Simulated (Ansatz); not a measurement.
# Ligand exchange: C3H9B + C4H8O2 → C2H7BO + C5H10O

Species: C3H9B `CBCC`, singlet; C4H8O2 (butyric acid) `CCCC(=O)O`, singlet; C2H7BO `CCBO`, singlet; C5H10O (2-pentanone) `CCCC(C)=O`, singlet. The partners trade CH3 for OH: B–CH3 and C–OH bonds give way to B–OH and C–CH3.

Shapes, held fixed at every level: PBE0-D4/def2-TZVP. Flexible molecules stand in one conformer, not always the lowest. Programs: Ansatz 0.2.0. Electronic energies: no zero-point or thermal term.

```csv
level,kind,ΔE (kJ/mol),less CCSD(T)/CBS estimate
r2SCAN-D4/def2-TZVPP,meta-GGA,-76.8,+13.4
B3LYP-D4/def2-TZVPP,global hybrid,-84.7,+5.5
wB97M-V/def2-TZVPP,range-separated hybrid,-83.1,+7.1
wB97X-V/def2-TZVPP,range-separated hybrid,-80.6,+9.6
B2PLYP/def2-TZVPP,double hybrid,-86.3,+3.9
MP2/def2-TZVPP,perturbation theory,-89.6,+0.6
CCSD/def2-TZVPP,coupled cluster or CI,-89.4,+0.8
CCSD(T)/CBS estimate,coupled cluster or CI,-90.2,0.0
```

The highest level, CCSD(T)/CBS estimate, gives ΔE = -90.2 kJ/mol; the levels span -90.2 to -76.8. The column of differences is taken from that level and isn't an error. No measured value is set beside it here. The CBS estimate extrapolates MP2 from def2-TZVPP and def2-QZVPP and adds CCSD(T) − MP2 in the triple-zeta set, cores frozen.

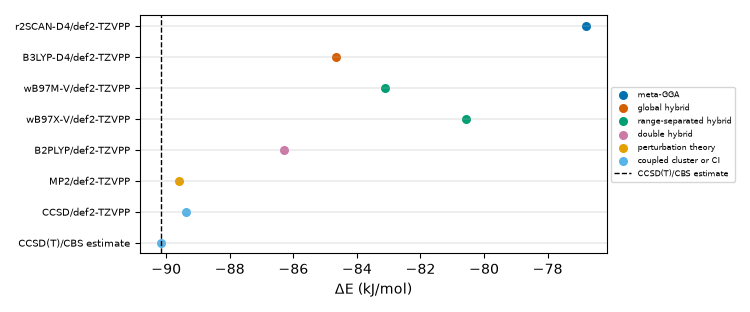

The values of the table, level by level.
